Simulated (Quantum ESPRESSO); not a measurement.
# Work function of Ru(0001) against the slab's thickness (PBEsol, Quantum ESPRESSO)

How thick must a slab of Ru(0001) be for a steady work function?

All values are computed: Quantum ESPRESSO 7.5, PBEsol, plane waves, scalar-relativistic unless marked; slabs or sheets with vacuum, the vacuum level from the planar mean of the electrostatic potential. 1×1 cells on a fixed bulk lattice, outer layers relaxed.

| layers | thickness (Å) | work function (eV) |
| --- | --- | --- |
| 4 | 6.2 | 5.15 |
| 5 | 8.4 | 5.08 |
| 6 | 10.4 | 5.14 |
| 7 | 12.6 | 5.13 |
| 8 | ? | ? |
| 10 | 19 | 5.12 |

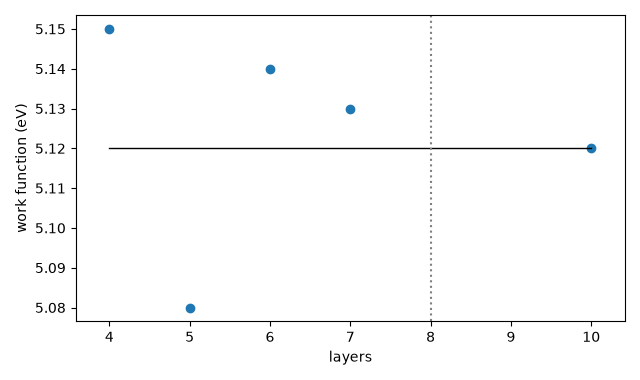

The shown rows (points), the fit (line) and the place of the withheld row (dotted).

**Fit.** The shown values lie within 0.04 eV of their mean, 5.12 eV, with no steady drift. The mean serves as the estimate. Confinement across the slab splits the bands into subbands, and the work function moves a little each time one crosses the Fermi level.

**The withheld row.** The prediction is the mean = 5.12 eV. The run gave thickness 14.7 Å, work function 5.12 eV. The miss in work function is +0.00 eV, within the scatter of the fitted rows.

The k-mesh adds scatter of its own.
